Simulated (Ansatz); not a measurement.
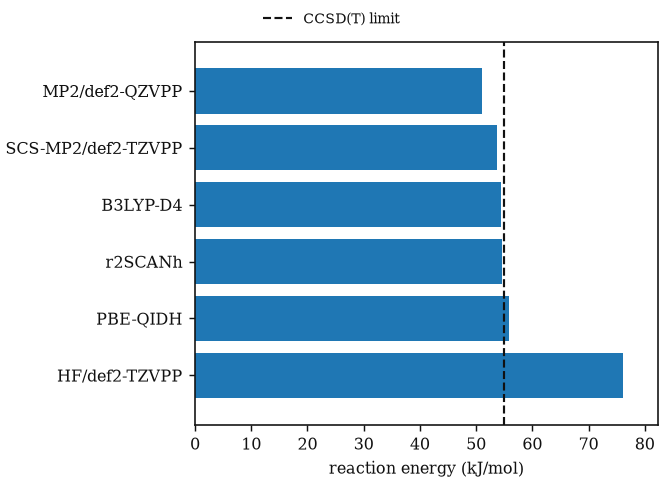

Electronic reaction energy of CdNH₂Br ([NH2][Cd][Br]) + H₂S (S) → CdNH₃S ([NH2][Cd][SH]) + HBr (Br) (SMILES in brackets) at several levels (functionals in def2-TZVPP unless a basis is named), isolated molecules at PBE0-D4 triple-zeta geometries, minima by their frequencies, no zero-point or thermal terms, the Ansatz code 0.2.0. The line is frozen-core CCSD(T) at the basis limit (MP2 extrapolated from triple and quadruple zeta, plus CCSD(T) less MP2 in a smaller set). PBE-QIDH holds a correlation term that converges slowly with the basis, so part of the distance to the limit is basis error. No dispersion term is added to r2SCANh and PBE-QIDH. The distance of MP2/def2-QZVPP and SCS-MP2/def2-TZVPP to the limit includes basis error. Core potentials past Kr.

**What do zero-point energy and temperature add?**

Zero-point change −2.7 kJ/mol; at 298.15 K and 1 bar the CCSD(T) limit plus thermal terms gives an enthalpy of reaction of 52.8 and a free energy of 53.4 kJ/mol (harmonic PBE0-D4 modes, ideal gas).

**What range do the values span, the line included?**

From 51.0 kJ/mol (MP2/def2-QZVPP) to 76.2 kJ/mol (HF/def2-TZVPP).

Note: no scalar relativity up to krypton; outer-core shells are correlated without core-valence functions, which makes the correlated values less sure.
